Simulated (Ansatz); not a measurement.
# SiH₅ (doublet): B2PLYP, RPA-PBE over a scan of the distance Si1–H5 along a hydrogen transfer, cc-pVDZ, part 2 of 2

Ansatz 0.2.0, Gaussian basis; cc-pVDZ, all electrons in the functionals, frozen cores in the correlation of double hybrids and RPA. The steps go on from the part before.

## 11. RPA-PBE, 1.381 Å

File in.yaml:

```yaml
crystal:
  periodic: [false, false, false]
  atoms:
    - {symbol: Si, position_ang: [-0.082563, 0.000000, 0.000000]}
    - {symbol: H, position_ang: [-0.577435, 1.399708, 0.000000]}
    - {symbol: H, position_ang: [-0.577435, -0.699854, 1.212183]}
    - {symbol: H, position_ang: [-0.577435, -0.699854, -1.212183]}
    - {symbol: H, position_ang: [1.298437, 0.000000, 0.000000]}
    - {symbol: H, position_ang: [2.734437, 0.000000, 0.000000]}
basis:
  gaussian: {orbitals: cc-pVDZ}
magnetization: {spin_polarized: true, initial_magnetization: 1}
hamiltonian: {xc: {name: PBE}}
correlation: {method: rpa, electrons: outside_noble_gas}
```

Started as:

```bash
$ ansatz run in.yaml --threads 1 --pin off --events-out ev --progress --plain --max-ram 2393MiB
```

What it wrote:

```text
Functional definition: PBE
  name "PBE"
  cite "Perdew, Burke & Ernzerhof, Phys. Rev. Lett. 77, 3865 (1996) doi:10.1103/PhysRevLett.77.3865"
  parent pbe
  parameter kappa = 0.804
  parameter beta = 0.06672455060314922
  exchange = pbe_x(kappa = kappa, mu = beta*pi^2/3)
  correlation = pbe_c(beta = beta)
399 factors; integrals over basis functions are off by at most 2.1e-3 eV
mean field evaluation 1: about -7950.2275 eV, gradient 8.6e0 eV
mean field evaluation 2: about -7950.2236 eV, gradient 8.6e0 eV
mean field evaluation 4: about -7950.9354 eV, gradient 1.4e0 eV
mean field evaluation 8: about -7950.9506 eV, gradient 1.3e-2 eV
mean field evaluation 16: about -7950.9506 eV, gradient 2.5e-6 eV
mean field -7950.95057967 eV, -292.1920444552 hartree, gradient 2.5e-6 eV, S^2 0.751577; 0 other end points of the search recorded, 0 dependent functions left out
5 core orbitals not correlated: weight in the atoms' cores, before any rotation towards them, 1.000 or more for the frozen orbitals, at most 0.000 for the correlated occupied ones
reference -7937.72363535 eV, -291.7059632167 hartree; 5, 4 occupied and 33, 34 virtual orbitals, 399 factors
Total energy: -7945.24165749 eV, -291.9822454344 hartree
```

Wall time 1.7 s (1 thread of Arm Neoverse N1, shared host).

From the report: ⟨S²⟩ of the determinant 0.752 (pure doublet: 0.75).

## 12. RPA-PBE, 1.485 Å

File in.yaml:

```yaml
crystal:
  periodic: [false, false, false]
  atoms:
    - {symbol: Si, position_ang: [-0.085716, 0.000000, 0.000000]}
    - {symbol: H, position_ang: [-0.580588, 1.399708, 0.000000]}
    - {symbol: H, position_ang: [-0.580588, -0.699854, 1.212183]}
    - {symbol: H, position_ang: [-0.580588, -0.699854, -1.212183]}
    - {symbol: H, position_ang: [1.398899, 0.000000, 0.000000]}
    - {symbol: H, position_ang: [2.731284, 0.000000, 0.000000]}
basis:
  gaussian: {orbitals: cc-pVDZ}
magnetization: {spin_polarized: true, initial_magnetization: 1}
hamiltonian: {xc: {name: PBE}}
correlation: {method: rpa, electrons: outside_noble_gas}
```

The command is unchanged.

What it wrote:

```text
Functional definition: PBE
  name "PBE"
  cite "Perdew, Burke & Ernzerhof, Phys. Rev. Lett. 77, 3865 (1996) doi:10.1103/PhysRevLett.77.3865"
  parent pbe
  parameter kappa = 0.804
  parameter beta = 0.06672455060314922
  exchange = pbe_x(kappa = kappa, mu = beta*pi^2/3)
  correlation = pbe_c(beta = beta)
399 factors; integrals over basis functions are off by at most 1.4e-3 eV
mean field evaluation 1: about -7950.4985 eV, gradient 8.2e0 eV
mean field evaluation 2: about -7950.4939 eV, gradient 8.2e0 eV
mean field evaluation 4: about -7951.1550 eV, gradient 1.5e0 eV
mean field evaluation 8: about -7951.1731 eV, gradient 7.2e-3 eV
mean field evaluation 16: about -7951.1731 eV, gradient 3.2e-6 eV
mean field -7951.17311305 eV, -292.2002224058 hartree, gradient 3.2e-6 eV, S^2 0.752650; 0 other end points of the search recorded, 0 dependent functions left out
5 core orbitals not correlated: weight in the atoms' cores, before any rotation towards them, 1.000 or more for the frozen orbitals, at most 0.000 for the correlated occupied ones
reference -7937.77695970 eV, -291.7079228505 hartree; 5, 4 occupied and 33, 34 virtual orbitals, 399 factors
Total energy: -7945.38591368 eV, -291.9875467517 hartree
```

Run time: 1.7 s. Hardware: 1 thread of Arm Neoverse N1, shared host.

From the report: ⟨S²⟩ of the determinant 0.753 (pure doublet: 0.75).

## 13. RPA-PBE, 1.569 Å

File in.yaml:

```yaml
crystal:
  periodic: [false, false, false]
  atoms:
    - {symbol: Si, position_ang: [-0.088284, 0.000000, 0.000000]}
    - {symbol: H, position_ang: [-0.583156, 1.399708, 0.000000]}
    - {symbol: H, position_ang: [-0.583155, -0.699854, 1.212183]}
    - {symbol: H, position_ang: [-0.583156, -0.699854, -1.212183]}
    - {symbol: H, position_ang: [1.480716, 0.000000, 0.000000]}
    - {symbol: H, position_ang: [2.728716, 0.000000, 0.000000]}
basis:
  gaussian: {orbitals: cc-pVDZ}
magnetization: {spin_polarized: true, initial_magnetization: 1}
hamiltonian: {xc: {name: PBE}}
correlation: {method: rpa, electrons: outside_noble_gas}
```

The command is unchanged.

What it wrote:

```text
Functional definition: PBE
  name "PBE"
  cite "Perdew, Burke & Ernzerhof, Phys. Rev. Lett. 77, 3865 (1996) doi:10.1103/PhysRevLett.77.3865"
  parent pbe
  parameter kappa = 0.804
  parameter beta = 0.06672455060314922
  exchange = pbe_x(kappa = kappa, mu = beta*pi^2/3)
  correlation = pbe_c(beta = beta)
399 factors; integrals over basis functions are off by at most 1.1e-3 eV
mean field evaluation 1: about -7950.6010 eV, gradient 8.0e0 eV
mean field evaluation 2: about -7950.5962 eV, gradient 8.0e0 eV
mean field evaluation 4: about -7951.2298 eV, gradient 1.6e0 eV
mean field evaluation 8: about -7951.2512 eV, gradient 7.4e-3 eV
mean field evaluation 16: about -7951.2512 eV, gradient 3.9e-6 eV
mean field -7951.25121857 eV, -292.2030927306 hartree, gradient 3.9e-6 eV, S^2 0.753882; 0 other end points of the search recorded, 0 dependent functions left out
5 core orbitals not correlated: weight in the atoms' cores, before any rotation towards them, 1.000 or more for the frozen orbitals, at most 0.000 for the correlated occupied ones
reference -7937.70215750 eV, -291.7051739205 hartree; 5, 4 occupied and 33, 34 virtual orbitals, 399 factors
Total energy: -7945.40094241 eV, -291.9880990472 hartree
```

Run time: 1.7 s. Hardware: 1 thread of Arm Neoverse N1, shared host.

From the report: ⟨S²⟩ of the determinant 0.754 (pure doublet: 0.75).

From 1.485 Å: -0.015 eV.

## 14. RPA-PBE, 1.652 Å

File in.yaml:

```yaml
crystal:
  periodic: [false, false, false]
  atoms:
    - {symbol: Si, position_ang: [-0.090809, 0.000000, 0.000000]}
    - {symbol: H, position_ang: [-0.585681, 1.399708, 0.000000]}
    - {symbol: H, position_ang: [-0.585681, -0.699854, 1.212183]}
    - {symbol: H, position_ang: [-0.585681, -0.699854, -1.212183]}
    - {symbol: H, position_ang: [1.561191, 0.000000, 0.000000]}
    - {symbol: H, position_ang: [2.726191, 0.000000, 0.000000]}
basis:
  gaussian: {orbitals: cc-pVDZ}
magnetization: {spin_polarized: true, initial_magnetization: 1}
hamiltonian: {xc: {name: PBE}}
correlation: {method: rpa, electrons: outside_noble_gas}
```

Launched as before.

What it wrote:

```text
Functional definition: PBE
  name "PBE"
  cite "Perdew, Burke & Ernzerhof, Phys. Rev. Lett. 77, 3865 (1996) doi:10.1103/PhysRevLett.77.3865"
  parent pbe
  parameter kappa = 0.804
  parameter beta = 0.06672455060314922
  exchange = pbe_x(kappa = kappa, mu = beta*pi^2/3)
  correlation = pbe_c(beta = beta)
399 factors; integrals over basis functions are off by at most 1.0e-3 eV
mean field evaluation 1: about -7950.6590 eV, gradient 7.9e0 eV
mean field evaluation 2: about -7950.6552 eV, gradient 7.9e0 eV
mean field evaluation 4: about -7951.2743 eV, gradient 1.6e0 eV
mean field evaluation 8: about -7951.2969 eV, gradient 1.4e-2 eV
mean field evaluation 16: about -7951.2969 eV, gradient 3.4e-6 eV
mean field -7951.29686058 eV, -292.2047700437 hartree, gradient 3.4e-6 eV, S^2 0.755137; 0 other end points of the search recorded, 0 dependent functions left out
5 core orbitals not correlated: weight in the atoms' cores, before any rotation towards them, 1.000 or more for the frozen orbitals, at most 0.000 for the correlated occupied ones
reference -7937.60821601 eV, -291.7017216344 hartree; 5, 4 occupied and 33, 34 virtual orbitals, 399 factors
Total energy: -7945.39567141 eV, -291.9879053417 hartree
```

It took 1.8 s on 1 thread of Arm Neoverse N1, shared host.

From the report: ⟨S²⟩ of the determinant 0.755 (pure doublet: 0.75).

From 1.485 Å: -0.010 eV.

## 15. RPA-PBE, 1.736 Å

File in.yaml:

```yaml
crystal:
  periodic: [false, false, false]
  atoms:
    - {symbol: Si, position_ang: [-0.093365, 0.000000, 0.000000]}
    - {symbol: H, position_ang: [-0.588237, 1.399708, 0.000000]}
    - {symbol: H, position_ang: [-0.588237, -0.699854, 1.212183]}
    - {symbol: H, position_ang: [-0.588237, -0.699854, -1.212183]}
    - {symbol: H, position_ang: [1.642635, 0.000000, 0.000000]}
    - {symbol: H, position_ang: [2.723635, 0.000000, 0.000000]}
basis:
  gaussian: {orbitals: cc-pVDZ}
magnetization: {spin_polarized: true, initial_magnetization: 1}
hamiltonian: {xc: {name: PBE}}
correlation: {method: rpa, electrons: outside_noble_gas}
```

Launched as before.

What it wrote:

```text
Functional definition: PBE
  name "PBE"
  cite "Perdew, Burke & Ernzerhof, Phys. Rev. Lett. 77, 3865 (1996) doi:10.1103/PhysRevLett.77.3865"
  parent pbe
  parameter kappa = 0.804
  parameter beta = 0.06672455060314922
  exchange = pbe_x(kappa = kappa, mu = beta*pi^2/3)
  correlation = pbe_c(beta = beta)
397 factors; integrals over basis functions are off by at most 1.1e-3 eV
mean field evaluation 1: about -7950.7164 eV, gradient 8.0e0 eV
mean field evaluation 2: about -7950.7128 eV, gradient 8.0e0 eV
mean field evaluation 4: about -7951.3335 eV, gradient 1.4e0 eV
mean field evaluation 8: about -7951.3518 eV, gradient 2.2e-2 eV
mean field evaluation 16: about -7951.3518 eV, gradient 2.1e-6 eV
mean field -7951.35177477 eV, -292.2067881031 hartree, gradient 2.1e-6 eV, S^2 0.755887; 0 other end points of the search recorded, 0 dependent functions left out
5 core orbitals not correlated: weight in the atoms' cores, before any rotation towards them, 1.000 or more for the frozen orbitals, at most 0.000 for the correlated occupied ones
reference -7937.56484881 eV, -291.7001279192 hartree; 5, 4 occupied and 33, 34 virtual orbitals, 397 factors
Total energy: -7945.42174306 eV, -291.9888634572 hartree
```

It took 1.7 s on 1 thread of Arm Neoverse N1, shared host.

From the report: ⟨S²⟩ of the determinant 0.756 (pure doublet: 0.75).

From 1.485 Å: -0.036 eV.

## 16. RPA-PBE, 1.820 Å

File in.yaml:

```yaml
crystal:
  periodic: [false, false, false]
  atoms:
    - {symbol: Si, position_ang: [-0.095921, 0.000000, 0.000000]}
    - {symbol: H, position_ang: [-0.590793, 1.399708, 0.000000]}
    - {symbol: H, position_ang: [-0.590793, -0.699854, 1.212183]}
    - {symbol: H, position_ang: [-0.590793, -0.699854, -1.212183]}
    - {symbol: H, position_ang: [1.724079, 0.000000, 0.000000]}
    - {symbol: H, position_ang: [2.721079, 0.000000, 0.000000]}
basis:
  gaussian: {orbitals: cc-pVDZ}
magnetization: {spin_polarized: true, initial_magnetization: 1}
hamiltonian: {xc: {name: PBE}}
correlation: {method: rpa, electrons: outside_noble_gas}
```

The command is unchanged.

What it wrote:

```text
Functional definition: PBE
  name "PBE"
  cite "Perdew, Burke & Ernzerhof, Phys. Rev. Lett. 77, 3865 (1996) doi:10.1103/PhysRevLett.77.3865"
  parent pbe
  parameter kappa = 0.804
  parameter beta = 0.06672455060314922
  exchange = pbe_x(kappa = kappa, mu = beta*pi^2/3)
  correlation = pbe_c(beta = beta)
397 factors; integrals over basis functions are off by at most 1.1e-3 eV
mean field evaluation 1: about -7950.7893 eV, gradient 8.1e0 eV
mean field evaluation 2: about -7950.7853 eV, gradient 8.1e0 eV
mean field evaluation 4: about -7951.4240 eV, gradient 1.0e0 eV
mean field evaluation 8: about -7951.4347 eV, gradient 2.2e-2 eV
mean field evaluation 16: about -7951.4347 eV, gradient 2.4e-6 eV
mean field -7951.43468685 eV, -292.2098350657 hartree, gradient 2.4e-6 eV, S^2 0.755682; 0 other end points of the search recorded, 0 dependent functions left out
5 core orbitals not correlated: weight in the atoms' cores, before any rotation towards them, 1.000 or more for the frozen orbitals, at most 0.000 for the correlated occupied ones
reference -7937.62031989 eV, -291.7021664435 hartree; 5, 4 occupied and 33, 34 virtual orbitals, 397 factors
Total energy: -7945.50641514 eV, -291.9919750986 hartree
```

It took 1.7 s on 1 thread of Arm Neoverse N1, shared host.

From the report: ⟨S²⟩ of the determinant 0.756 (pure doublet: 0.75).

From 1.485 Å: -0.121 eV.

## 17. RPA-PBE, 1.904 Å

File in.yaml:

```yaml
crystal:
  periodic: [false, false, false]
  atoms:
    - {symbol: Si, position_ang: [-0.098477, 0.000000, 0.000000]}
    - {symbol: H, position_ang: [-0.593349, 1.399708, 0.000000]}
    - {symbol: H, position_ang: [-0.593349, -0.699854, 1.212183]}
    - {symbol: H, position_ang: [-0.593349, -0.699854, -1.212183]}
    - {symbol: H, position_ang: [1.805523, 0.000000, 0.000000]}
    - {symbol: H, position_ang: [2.718523, 0.000000, 0.000000]}
basis:
  gaussian: {orbitals: cc-pVDZ}
magnetization: {spin_polarized: true, initial_magnetization: 1}
hamiltonian: {xc: {name: PBE}}
correlation: {method: rpa, electrons: outside_noble_gas}
```

The command is unchanged.

What it wrote:

```text
Functional definition: PBE
  name "PBE"
  cite "Perdew, Burke & Ernzerhof, Phys. Rev. Lett. 77, 3865 (1996) doi:10.1103/PhysRevLett.77.3865"
  parent pbe
  parameter kappa = 0.804
  parameter beta = 0.06672455060314922
  exchange = pbe_x(kappa = kappa, mu = beta*pi^2/3)
  correlation = pbe_c(beta = beta)
397 factors; integrals over basis functions are off by at most 1.1e-3 eV
mean field evaluation 1: about -7950.8633 eV, gradient 8.4e0 eV
mean field evaluation 2: about -7950.8601 eV, gradient 8.4e0 eV
mean field evaluation 4: about -7951.5301 eV, gradient 7.3e-1 eV
mean field evaluation 8: about -7951.5356 eV, gradient 2.1e-2 eV
mean field evaluation 16: about -7951.5356 eV, gradient 2.7e-6 eV
mean field -7951.53561185 eV, -292.2135439910 hartree, gradient 2.7e-6 eV, S^2 0.754751; 0 other end points of the search recorded, 0 dependent functions left out
5 core orbitals not correlated: weight in the atoms' cores, before any rotation towards them, 1.000 or more for the frozen orbitals, at most 0.000 for the correlated occupied ones
reference -7937.77010147 eV, -291.7076708154 hartree; 5, 4 occupied and 33, 34 virtual orbitals, 397 factors
Total energy: -7945.63887077 eV, -291.9968427534 hartree
```

It took 1.7 s on 1 thread of Arm Neoverse N1, shared host.

From the report: ⟨S²⟩ of the determinant 0.755 (pure doublet: 0.75).

From 1.485 Å: -0.253 eV.

## 18. RPA-PBE, 1.988 Å

File in.yaml:

```yaml
crystal:
  periodic: [false, false, false]
  atoms:
    - {symbol: Si, position_ang: [-0.101033, 0.000000, 0.000000]}
    - {symbol: H, position_ang: [-0.595905, 1.399708, 0.000000]}
    - {symbol: H, position_ang: [-0.595905, -0.699854, 1.212183]}
    - {symbol: H, position_ang: [-0.595905, -0.699854, -1.212183]}
    - {symbol: H, position_ang: [1.886967, 0.000000, 0.000000]}
    - {symbol: H, position_ang: [2.715967, 0.000000, 0.000000]}
basis:
  gaussian: {orbitals: cc-pVDZ}
magnetization: {spin_polarized: true, initial_magnetization: 1}
hamiltonian: {xc: {name: PBE}}
correlation: {method: rpa, electrons: outside_noble_gas}
```

The command is unchanged.

What it wrote:

```text
Functional definition: PBE
  name "PBE"
  cite "Perdew, Burke & Ernzerhof, Phys. Rev. Lett. 77, 3865 (1996) doi:10.1103/PhysRevLett.77.3865"
  parent pbe
  parameter kappa = 0.804
  parameter beta = 0.06672455060314922
  exchange = pbe_x(kappa = kappa, mu = beta*pi^2/3)
  correlation = pbe_c(beta = beta)
397 factors; integrals over basis functions are off by at most 1.1e-3 eV
mean field evaluation 1: about -7950.8945 eV, gradient 8.8e0 eV
mean field evaluation 2: about -7950.8922 eV, gradient 8.8e0 eV
mean field evaluation 4: about -7951.6059 eV, gradient 6.6e-1 eV
mean field evaluation 8: about -7951.6101 eV, gradient 1.4e-2 eV
mean field evaluation 16: about -7951.6101 eV, gradient 1.7e-6 eV
mean field -7951.61011560 eV, -292.2162819533 hartree, gradient 1.7e-6 eV, S^2 0.753736; 0 other end points of the search recorded, 0 dependent functions left out
5 core orbitals not correlated: weight in the atoms' cores, before any rotation towards them, 1.000 or more for the frozen orbitals, at most 0.000 for the correlated occupied ones
reference -7937.95013951 eV, -291.7142870912 hartree; 5, 4 occupied and 33, 34 virtual orbitals, 397 factors
Total energy: -7945.76539529 eV, -292.0014924436 hartree
```

Wall time 1.7 s (1 thread of Arm Neoverse N1, shared host).

From the report: ⟨S²⟩ of the determinant 0.754 (pure doublet: 0.75).

From 1.485 Å: -0.379 eV.

## 19. RPA-PBE, 2.072 Å

File in.yaml:

```yaml
crystal:
  periodic: [false, false, false]
  atoms:
    - {symbol: Si, position_ang: [-0.103589, 0.000000, 0.000000]}
    - {symbol: H, position_ang: [-0.598461, 1.399708, 0.000000]}
    - {symbol: H, position_ang: [-0.598461, -0.699854, 1.212183]}
    - {symbol: H, position_ang: [-0.598461, -0.699854, -1.212183]}
    - {symbol: H, position_ang: [1.968411, 0.000000, 0.000000]}
    - {symbol: H, position_ang: [2.713411, 0.000000, 0.000000]}
basis:
  gaussian: {orbitals: cc-pVDZ}
magnetization: {spin_polarized: true, initial_magnetization: 1}
hamiltonian: {xc: {name: PBE}}
correlation: {method: rpa, electrons: outside_noble_gas}
```

The command is unchanged.

What it wrote:

```text
Functional definition: PBE
  name "PBE"
  cite "Perdew, Burke & Ernzerhof, Phys. Rev. Lett. 77, 3865 (1996) doi:10.1103/PhysRevLett.77.3865"
  parent pbe
  parameter kappa = 0.804
  parameter beta = 0.06672455060314922
  exchange = pbe_x(kappa = kappa, mu = beta*pi^2/3)
  correlation = pbe_c(beta = beta)
395 factors; integrals over basis functions are off by at most 1.3e-3 eV
mean field evaluation 1: about -7950.8048 eV, gradient 9.2e0 eV
mean field evaluation 2: about -7950.8010 eV, gradient 9.2e0 eV
mean field evaluation 4: about -7951.5711 eV, gradient 7.1e-1 eV
mean field evaluation 8: about -7951.5759 eV, gradient 1.4e-2 eV
mean field evaluation 16: about -7951.5759 eV, gradient 1.7e-6 eV
mean field -7951.57585448 eV, -292.2150228806 hartree, gradient 1.7e-6 eV, S^2 0.753042; 0 other end points of the search recorded, 0 dependent functions left out
5 core orbitals not correlated: weight in the atoms' cores, before any rotation towards them, 1.000 or more for the frozen orbitals, at most 0.000 for the correlated occupied ones
reference -7938.04886740 eV, -291.7179152740 hartree; 5, 4 occupied and 33, 34 virtual orbitals, 395 factors
Total energy: -7945.79100276 eV, -292.0024335008 hartree
```

Wall time 1.7 s (1 thread of Arm Neoverse N1, shared host).

From the report: ⟨S²⟩ of the determinant 0.753 (pure doublet: 0.75).

From 1.485 Å: -0.405 eV.

## 20. Against the wave-function levels

The yardstick is UCCSDT(Q), where the cluster series has nearly closed. It comes from earlier runs at the same points. Energies in eV, counted from 1.485 Å; blanks weren't run or aren't comparable.

```csv
level,1.381 Å,1.485 Å,1.569 Å,1.652 Å,1.736 Å,1.820 Å,1.904 Å,1.988 Å,2.072 Å
UCCSDT(Q),0.138,0.000,-0.004,0.017,0.007,-0.070,-0.203,-0.336,-0.370
B2PLYP,0.158,0.000,-0.021,-0.014,-0.031,-0.103,-0.224,-0.342,-0.362
RPA-PBE,0.144,0.000,-0.015,-0.010,-0.036,-0.121,-0.253,-0.379,-0.405
```

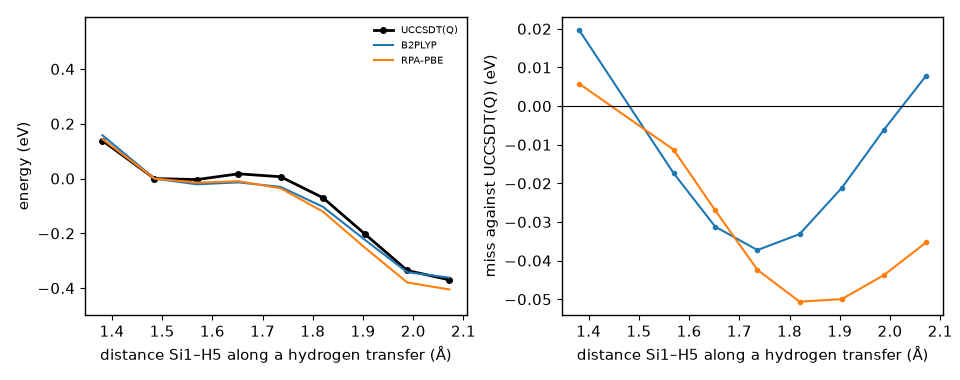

Left: the curves (the axis may cut off levels that run far away). Right: misses against UCCSDT(Q), in the same colours.

Largest miss and mean time a point (UCCSDT(Q) took 25 s a point; shared hosts):

```csv
level,largest miss (eV),where,time a point
B2PLYP,-0.037,1.736 Å,2 s
RPA-PBE,-0.051,1.820 Å,1.7 s
```

## 21. What came out

The summary covers parts 1 to 2.

| quantity | value |
| --- | --- |
| span of the UCCSDT(Q) curve | 0.508 eV |
| largest miss, B2PLYP | -0.037 eV (1.736 Å) |
| largest miss, RPA-PBE | -0.051 eV (1.820 Å) |

What this shows: Of the functionals, B2PLYP keep the smallest largest miss at the points compared (at most 0.037 eV) and RPA-PBE strays most (0.051 eV, at 1.820 Å). Functionals and the yardstick converge differently with the basis, so part of each miss in cc-pVDZ is the basis.
